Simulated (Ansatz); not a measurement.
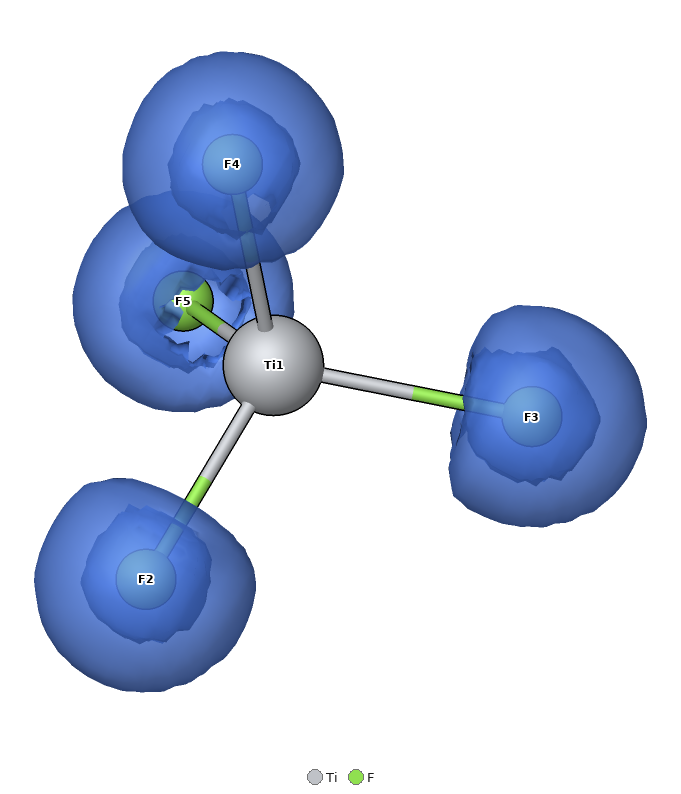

The picture shows: F4Ti. Isosurface of the electron localisation function at 0.8 (blue), seen at a tilt. Core shells and regions of very low density are left out.

The calculation used RKS PBE0-D4/def2-SVP (Ansatz).

Input

```
crystal:
  periodic: [false, false, false]
  atoms:
    - { symbol: Ti, position_ang: [0.0, 0.0, 0.0] }
    - { symbol: F, position_ang: [0.0, 0.0, 1.83] }
    - { symbol: F, position_ang: [1.7257, 0.0, -0.6094] }
    - { symbol: F, position_ang: [-0.8619, 1.4933, -0.6094] }
    - { symbol: F, position_ang: [-0.8619, -1.4933, -0.6094] }
basis:
  gaussian: { orbitals: def2-SVP }
hamiltonian:
  xc: pbe0
  dispersion: d4
relax:
  f_tol: 0.02
  max_steps: 40
output:
  orbitals: {}
```

Run with:

```sh
ansatz run input.yaml --threads 1 --pin off --max-ram 2048MiB --backend cpu --events-out ev --progress --plain --runs-dir out
```

The fields are those of the run's last geometry, not of the input's.

### What do the ELF domains correspond to?

At this value the surface marks out four regions wrapped around F (the valence shell of each).

Values along the shortest contacts:
Ti–F (1.73 Å): the ELF peaks at about 0.80 in the valence shell of F, 0.5 Å from its nucleus, and drops to about 0.20 between the two atoms.
